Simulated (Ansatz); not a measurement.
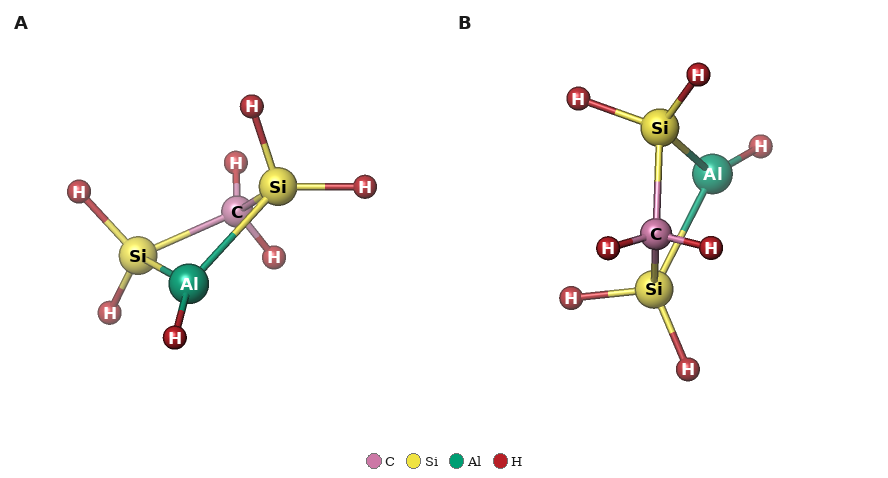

Distant atoms are faded towards the background colour. Computed geometry: PBE-D4/def2-SVP optimisation. No frequency run is at hand to confirm it as a minimum.

**How are A and B related: the same structure turned, mirror images, conformers, diastereomers or constitutional isomers?**

They are the same structure, CH7AlSi2 (C1[SiH2][AlH][SiH2]1), seen from two directions. With point group Cs it is achiral, so its mirror image would be the same too.
